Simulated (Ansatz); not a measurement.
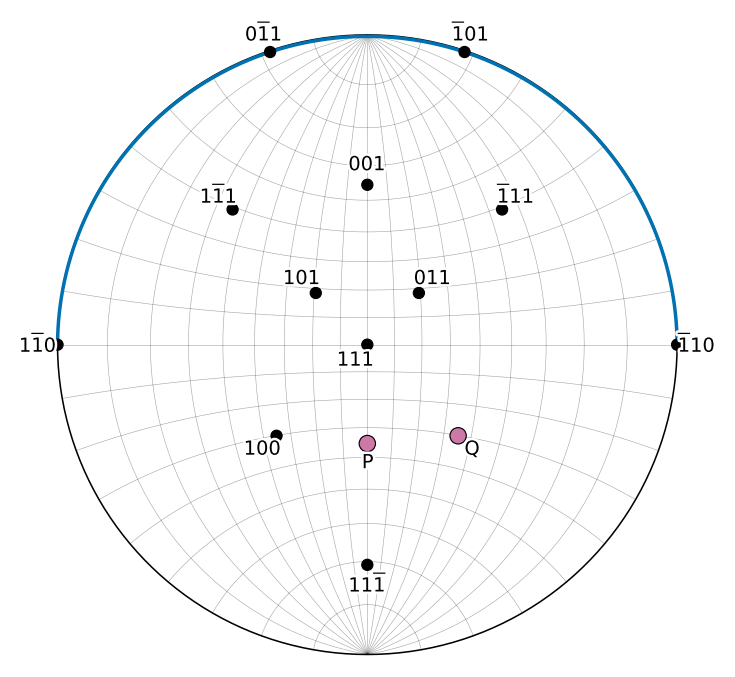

Crystal: K₃ScSi, the input geometry of an electronic-structure calculation (not necessarily at equilibrium); the starting structure was generated, so it need not be a known form of this composition. Stereographic projection of plane normals (upper hemisphere) centred on (1 1 1). Symmetry computed with spglib at a tolerance of 0.002 Å; standard conventional cell.

a = 7.364 Å, b = 7.364 Å, c = 5.181 Å, α = 90.00°, β = 90.00°, γ = 120.00°.

Q: Index the poles marked P, Q.

A: P is (1 1 0), in four indices (1 1 −2 0), 35.4° from the centre; Q is (0 1 0), in four indices (0 1 −1 0), 45.1° from the centre.

Q: Which zone does the coloured great circle trace?

A: The zone [1 1 1]: its poles satisfy h + k + l = 0.

Q: What is the angle between the normals of (1 0 1) and (−1 1 1), and what are their d_hkl = 1/|g|?

A: 66.2°; d = 4.021 Å and 4.021 Å.
